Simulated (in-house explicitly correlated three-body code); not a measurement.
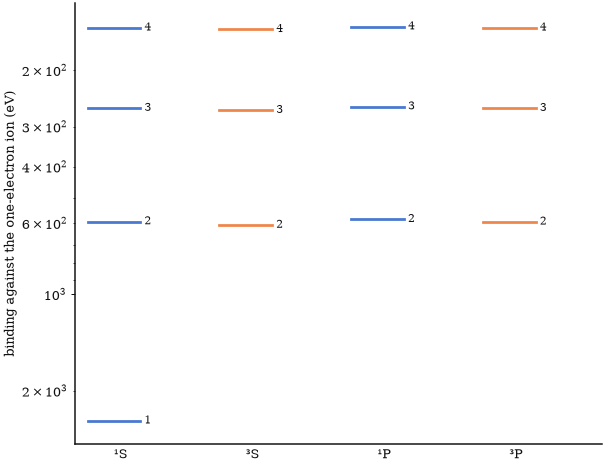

Two electrons around a point charge Z = 14.125. Computed variationally in 260 exponentially correlated functions with an in-house code, non-relativistic, converged to about 10⁻⁸ of the energy. The plot shows the bound S and P states that converged, by term and principal number n, on a logarithmic scale of binding.

**How do singlets and triplets lie?**

The ground state is bound by 2479 eV. The n = 2 states drawn run, from the deepest, 2 ³S (607.7 eV), 2 ³P (593.9 eV), 2 ¹S (592.6 eV), 2 ¹P (583.0 eV). Exchange puts 2 ³S below 2 ¹S by 15.1 eV and 2 ³P below 2 ¹P by 10.9 eV. Quantum defects n − (Z − 1)/√(2 E(binding)): 2 ³S 0.036, 2 ³P 0.013, 2 ¹S 0.011, 2 ¹P −0.005.
